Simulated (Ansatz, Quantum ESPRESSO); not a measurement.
# antimonene, 1 layer, rectangular cell: the energy at a withheld member of a series

Method. Quantum ESPRESSO 7.5, PBE, GBRV ultrasoft. Cell and atoms are first relaxed; each strained cell is then held, the other axis too, and the atoms relax in it. A periodic run with 15 Å of vacuum in the starting cell gives the vacuum levels, and bands follow along a path. The series steps strain along the first axis. Energies count from the lowest.

| strain along the first axis | energy (eV) |
| --- | --- |
| -4 % | 0.0568 |
| -3 % | 0.0322 |
| -2 % | 0.0147 |
| -1 % | 0.0041 |
| 0 % | 0.0000 |
| 1 % | 0.0017 |
| 2 % | 0.0090 |
| 4 % | 0.0392 |

**Question.** What is the energy at 3 %?

**Fit.** The rows at 2 % and 4 % give a slope of (0.0392 − (0.0090))/(4 − (2)) = 0.0151, so a straight line gives 0.0241 eV. A parabola through these and the row at 1 % gives 0.0215 eV.

What the calculation gave: 0.0216 eV. The line misses by +0.0025 and the parabola by −0.0001 eV. The parabola does better.

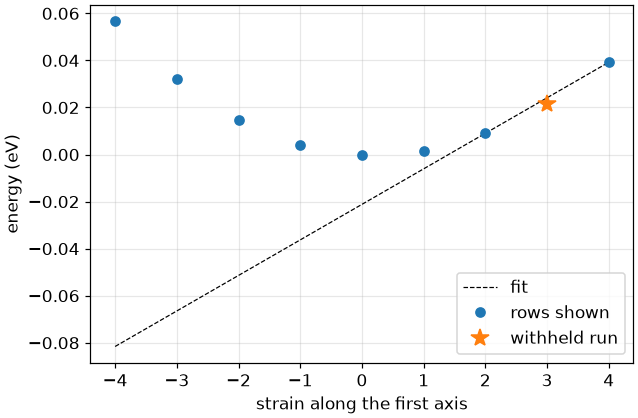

The rows shown, the fit and the withheld run.

**Limits.** Semilocal gaps are too small; the 1×1 cell can't ripple over many cells under compression as a free sheet would. No spin-orbit coupling.
